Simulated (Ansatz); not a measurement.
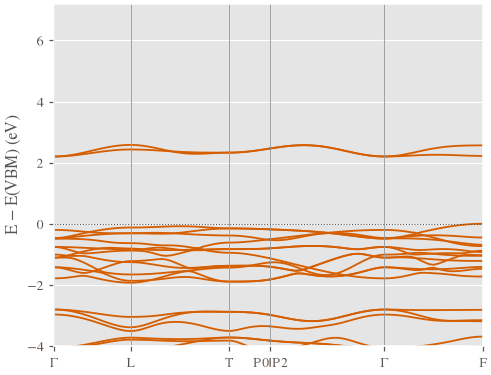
Figure: Band structure from plane-wave PAW r²SCAN (Ansatz code)

Q: Read off the gap and where the band edges lie.

A: About 2.2 eV (2.20 eV by a search for the band edges); maximum at F, minimum at Γ.

Q: Which compound is it?
A. BaTiO3, R3m (Ba on 3a, Ti on 3a, O on 9b)
B. BaNiF6, R-3m (Ba on 3b, Ni on 3a, F on 18h)
C. RbLuO2, R-3m (Rb on 3a, Lu on 3b, O on 6c)
D. RbCrF6, R-3 (Rb on 3a, Cr on 3b, F on 18f)

A: B, BaNiF6, R-3m (Ba on 3b, Ni on 3a, F on 18h)

The workflow started from a Materials Project entry (that database holds measured and hypothetical structures alike); the Crystallography Open Database copy checked does not list it. Its standing as an ambient phase is unchecked. The r²SCAN relaxation kept the symmetry of its start; its stability against distortions is not shown here. No spin polarisation was allowed. No Hubbard U is applied. Spin–orbit coupling is left out wherever it is not named.

Potentials: the later of the program's two PAW sets.
